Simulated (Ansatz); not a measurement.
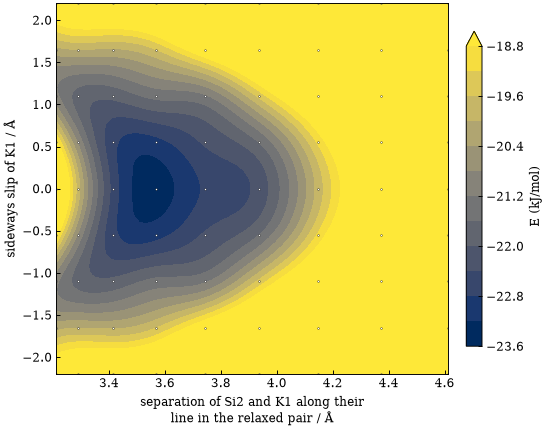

H4KSi, charge +1. 
- First axis: separation of Si2 and K1 along their line in the relaxed pair. Second axis: sideways slip of K1.
- Nothing is relaxed (both partners rigid).
- Grid: 9 × 9 points.
- Points are written as (first, second).
- Energies: kJ/mol, counted from the ion and the molecule far apart, frozen as in the relaxed pair, each in its own basis (no counterpoise correction).
- The calculation used RKS r2SCAN0-D4/def2-TZVPD in Ansatz.

In the figure: filled contours, dots at the grid points, one colour for all values above the top of the scale. Between grid points the surface is interpolated.

Question: Estimate the position of the minimum and the force constants in these coordinates.

Answer: The interpolated minimum is at the first coordinate ≈ 3.554 Å, sideways slip of K1 ≈ 0.00 Å. The curvatures there are about 0.75 eV/Å² and 0.022 eV/Å², with a cross term of about 0 eV/Å². Round the minimum the two coordinates are nearly uncoupled. (1 eV is 96.5 kJ/mol.)
